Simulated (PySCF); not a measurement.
# Geometry relaxation, with input and output: C₆H₂₁N₃SSi₂ (part 2 of 2)

Continued. System: C₆H₂₁N₃SSi₂ ((NMe2)3Si-S-SiH3). Method: PBE0-D3(BJ)/def2-SVP geometry optimisation, gas phase (PySCF 2.14.0). It belongs to a series of runs on one base structure; here: NMe2, S.

### Trajectory as extended XYZ, continued
```
33
Properties=species:S:1:pos:R:3:forces:R:3 step=15 energy=-37589.51362
Si   -0.1834   -0.0341    0.3904    0.0524   0.0002   0.0864
N    -1.3290   -0.8759   -0.5885    0.0439   0.0529  -0.0281
C    -1.6052   -2.2866   -0.5608   -0.0778   0.0048   0.0135
C    -2.0475   -0.1464   -1.6038   -0.0280  -0.0321  -0.0296
N    -0.7281    1.5400    0.8355   -0.0506   0.0079   0.0031
C    -1.7673    1.7090    1.8186    0.0089   0.0102   0.0116
C    -0.3949    2.7387    0.1132   -0.0052  -0.0175  -0.0065
N     1.3451    0.1248   -0.4101    0.0426  -0.0424   0.0347
C     2.4110    0.9053    0.1703    0.0005   0.0235  -0.0283
C     1.6317   -0.4319   -1.7065   -0.0191   0.0302  -0.0207
S     0.0772   -1.1628    2.2344    0.0124   0.0155  -0.0651
Si    1.7284   -2.3397    1.5374    0.0104  -0.0357  -0.0143
H    -1.2862   -2.7963   -1.4918    0.0124  -0.0078   0.0038
H    -1.0946   -2.7624    0.2865   -0.0018   0.0049   0.0032
H    -2.6888   -2.4756   -0.4366   -0.0009  -0.0095  -0.0225
H    -1.7696    0.9179   -1.5980    0.0040  -0.0059   0.0365
H    -1.8410   -0.5371   -2.6201    0.0083   0.0083   0.0000
H    -3.1424   -0.2001   -1.4489   -0.0156  -0.0253  -0.0006
H    -2.7425    1.9720    1.3617    0.0021   0.0086  -0.0001
H    -1.5104    2.5105    2.5361    0.0006  -0.0021   0.0088
H    -1.9105    0.7855    2.3997   -0.0027  -0.0020  -0.0045
H     0.0141    3.5194    0.7835    0.0044   0.0021  -0.0015
H     0.3579    2.5256   -0.6583    0.0037   0.0043  -0.0002
H    -1.2783    3.1769   -0.3945    0.0023   0.0007   0.0000
H     2.2048    1.1098    1.2320   -0.0125   0.0106  -0.0054
H     2.5509    1.8797   -0.3386    0.0086  -0.0121  -0.0160
H     3.3727    0.3643    0.1145    0.0036  -0.0036   0.0191
H     2.5259   -1.0835   -1.6778   -0.0044  -0.0044  -0.0016
H     1.8198    0.3529   -2.4658    0.0016   0.0008   0.0020
H     0.7824   -1.0383   -2.0515    0.0057   0.0017  -0.0055
H     3.0101   -1.5800    1.4656   -0.0085   0.0046   0.0121
H     1.4487   -2.9526    0.2029    0.0066  -0.0002   0.0085
H     1.8947   -3.4406    2.5335   -0.0077   0.0089   0.0072
33
Properties=species:S:1:pos:R:3:forces:R:3 step=19 energy=-37589.52373
Si   -0.1809   -0.0291    0.3895    0.0330   0.0473  -0.0120
N    -1.3394   -0.8757   -0.5731   -0.0083  -0.0104   0.0293
C    -1.5542   -2.2988   -0.5687   -0.0120   0.0134  -0.0217
C    -2.1018   -0.1586   -1.5642   -0.0127  -0.0182  -0.0057
N    -0.7349    1.5440    0.8289   -0.0259  -0.0081  -0.0196
C    -1.7591    1.7187    1.8263    0.0137  -0.0036   0.0163
C    -0.3795    2.7469    0.1247   -0.0048  -0.0015  -0.0086
N     1.3393    0.1226   -0.4304   -0.0022   0.0034  -0.0131
C     2.4179    0.9090    0.1158   -0.0007  -0.0122   0.0062
C     1.5962   -0.4297   -1.7352   -0.0005   0.0125  -0.0079
S     0.0933   -1.1470    2.2304   -0.0291  -0.0096   0.0337
Si    1.7372   -2.3476    1.5648    0.0267   0.0152  -0.0034
H    -1.1402   -2.7994   -1.4674   -0.0004   0.0016  -0.0009
H    -1.0941   -2.7520    0.3198   -0.0073  -0.0008  -0.0063
H    -2.6353   -2.5288   -0.5347   -0.0083  -0.0083   0.0056
H    -1.9567    0.9260   -1.4534    0.0059  -0.0009   0.0039
H    -1.8197   -0.4337   -2.6003    0.0068   0.0051  -0.0112
H    -3.1852   -0.3602   -1.4571    0.0110  -0.0014   0.0020
H    -2.7202    2.0499    1.3850   -0.0005   0.0040   0.0003
H    -1.4632    2.4722    2.5805    0.0014   0.0006   0.0027
H    -1.9477    0.7767    2.3628   -0.0021  -0.0008  -0.0009
H     0.0671    3.5029    0.7992    0.0033   0.0073   0.0087
H     0.3493    2.5278   -0.6673    0.0100   0.0008  -0.0051
H    -1.2606    3.2197   -0.3548    0.0036  -0.0035   0.0011
H     2.1843    1.2184    1.1453   -0.0058   0.0042   0.0145
H     2.6093    1.8255   -0.4768   -0.0054  -0.0035  -0.0061
H     3.3621    0.3346    0.1463    0.0000  -0.0024  -0.0020
H     2.4601   -1.1219   -1.7232    0.0029   0.0007   0.0010
H     1.8176    0.3599   -2.4805   -0.0055  -0.0048   0.0012
H     0.7197   -0.9905   -2.0882    0.0029  -0.0087   0.0016
H     3.0197   -1.5882    1.5040    0.0046  -0.0102  -0.0042
H     1.4745   -2.9745    0.2339    0.0025  -0.0018   0.0041
H     1.8808   -3.4309    2.5826    0.0033  -0.0052  -0.0035
33
Properties=species:S:1:pos:R:3:forces:R:3 step=23 energy=-37589.52652
Si   -0.1945   -0.0362    0.3896   -0.0017  -0.0007  -0.0051
N    -1.3568   -0.8728   -0.5784   -0.0047   0.0002   0.0038
C    -1.5833   -2.2937   -0.5882   -0.0008  -0.0047   0.0025
C    -2.0860   -0.1478   -1.5888    0.0060   0.0016  -0.0039
N    -0.7364    1.5385    0.8374    0.0052   0.0013   0.0106
C    -1.7162    1.7266    1.8763   -0.0028  -0.0003  -0.0031
C    -0.3801    2.7411    0.1327   -0.0033  -0.0014  -0.0007
N     1.3236    0.1150   -0.4344    0.0008  -0.0040   0.0060
C     2.3982    0.9124    0.1034   -0.0008   0.0039  -0.0007
C     1.5849   -0.4538   -1.7312    0.0007  -0.0015   0.0015
S     0.0680   -1.1731    2.2235    0.0072   0.0018  -0.0065
Si    1.7387   -2.3404    1.5594   -0.0060  -0.0034   0.0021
H    -1.1695   -2.7888   -1.4902   -0.0008   0.0007  -0.0004
H    -1.1300   -2.7594    0.2974    0.0012   0.0016  -0.0003
H    -2.6665   -2.5170   -0.5603    0.0020   0.0015  -0.0008
H    -1.9480    0.9359   -1.4604   -0.0011   0.0001   0.0003
H    -1.7670   -0.4097   -2.6182   -0.0013  -0.0001   0.0014
H    -3.1710   -0.3538   -1.5202   -0.0013   0.0004  -0.0007
H    -2.6832    2.0907    1.4763    0.0011   0.0010  -0.0002
H    -1.3709    2.4610    2.6287    0.0007  -0.0015   0.0012
H    -1.9112    0.7825    2.4066   -0.0012  -0.0003  -0.0010
H     0.0845    3.4893    0.8046    0.0018  -0.0012  -0.0022
H     0.3346    2.5194   -0.6717   -0.0013  -0.0001  -0.0013
H    -1.2637    3.2248   -0.3304   -0.0006   0.0012   0.0020
H     2.1544    1.2480    1.1228    0.0020  -0.0027  -0.0031
H     2.5954    1.8132   -0.5109   -0.0004   0.0012   0.0018
H     3.3416    0.3382    0.1565    0.0002  -0.0002  -0.0007
H     2.4703   -1.1181   -1.7132   -0.0005   0.0003   0.0000
H     1.7741    0.3266   -2.4945   -0.0001   0.0002  -0.0007
H     0.7242   -1.0503   -2.0641   -0.0006   0.0010  -0.0006
H     3.0117   -1.5652    1.5051   -0.0003   0.0026  -0.0003
H     1.4890   -2.9684    0.2266    0.0010   0.0008  -0.0007
H     1.8966   -3.4267    2.5723   -0.0005   0.0007  -0.0001
```

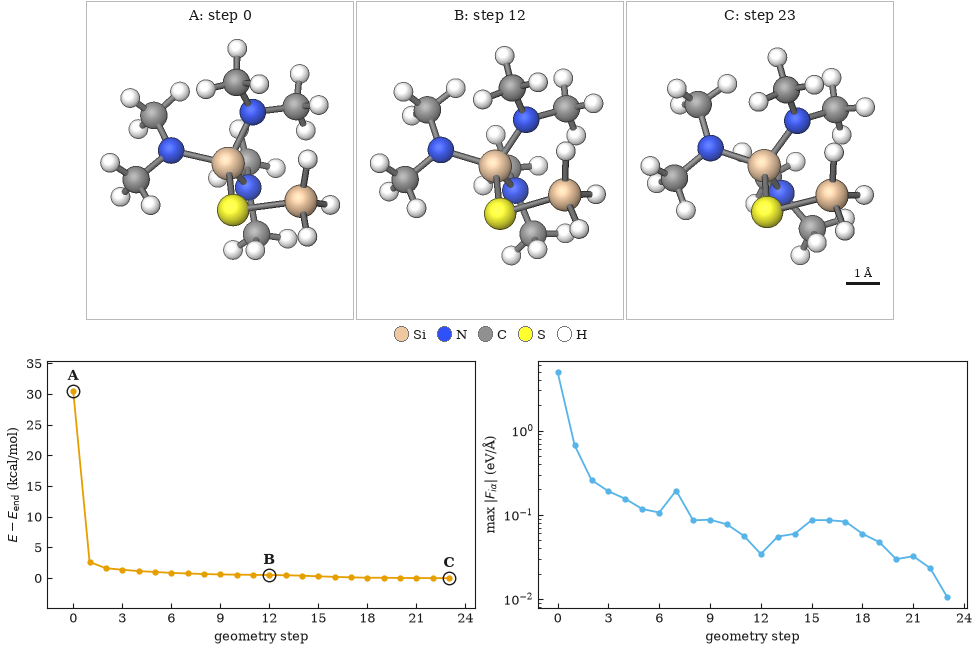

*Frames of the relaxation (ball-and-stick view, seen at a tilt) above the curves, on which the letters mark them (steps are counted from 0).*

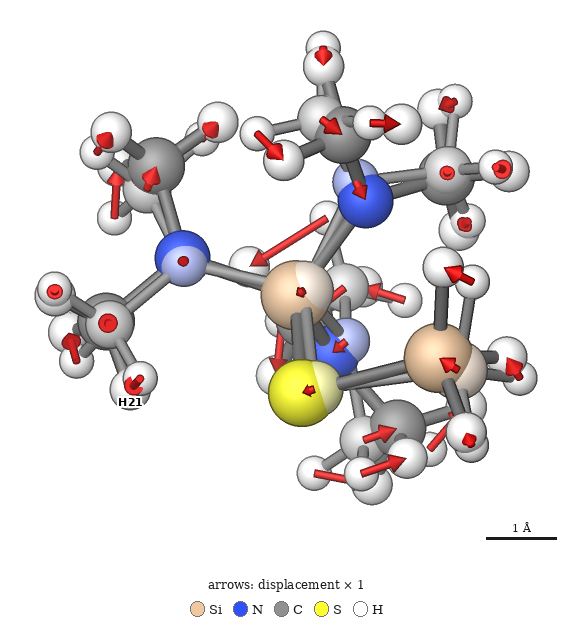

*Start (faint) and end (solid) with the displacements as red arrows, at true length (ball-and-stick view, seen at a tilt). The two geometries are laid on each other by the best rigid fit.*

After 23 geometry steps the energy has fallen by 30.5 kcal/mol. Largest force component: 4.9 eV/Å at the start, 0.011 eV/Å at the end. H16 moves most after the best rigid fit: 1.33 Å. By element the largest moves are H 1.33 Å, C 0.74 Å, Si 0.35 Å, N 0.32 Å, S 0.19 Å. Distances before and after: C4–H18 1.219 → 1.107 Å, C9–H25 1.000 → 1.101 Å, C7–H22 1.033 → 1.108 Å, Si12–H31 1.424 → 1.491 Å. Among the angles that change: N8–Si1–S11 119.6° → 109.9°, H16–C4–H17 115.3° → 107.8°, N8–C9–H26 104.8° → 112.0°. (Atoms are counted from 1 in the order of the input.)

### Summary

- outcome: converged
- total energy: −1381.389632 hartree
- dipole moment: 2.45 D
- point group: C1
- wall time: 18 min (CPU time 43 min)
- peak memory: 2.5 GiB
